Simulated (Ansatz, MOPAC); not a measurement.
A ladder of methods for CH4BClS (SMILES CSBCl)

CH4BClS: 8 atoms, total charge 0, spin state singlet. SMILES: `CSBCl`. The coordinates come from a PBE0-D4/def2-TZVP relaxation. This is one conformer, not always the lowest.

Quantity: the HOMO–LUMO gap, in eV. The values are calculated.

```
         level                    kind  program  value (eV)
           AM1          semi-empirical    MOPAC        9.66
           PM3          semi-empirical    MOPAC        9.65
    HF/cc-pVDZ            Hartree–Fock   Ansatz       13.03
 SVWN5/cc-pVDZ                     LDA   Ansatz        4.58
  BLYP/cc-pVDZ                     GGA   Ansatz        4.69
   PBE/cc-pVDZ                     GGA   Ansatz        4.68
r2SCAN/cc-pVDZ                meta-GGA   Ansatz        5.22
 BHLYP/cc-pVDZ           global hybrid   Ansatz        8.84
 wB97X/cc-pVDZ  range-separated hybrid   Ansatz       11.26
```

The values span 4.58 to 13.03 eV. Orbital gaps aren't excitation energies; they tend to grow with the share of exact exchange.

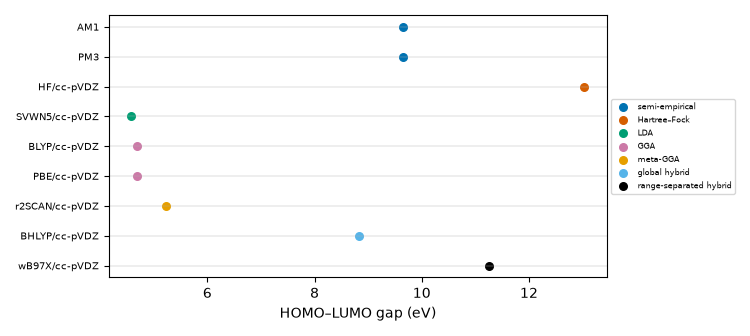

The values of the table, level by level.
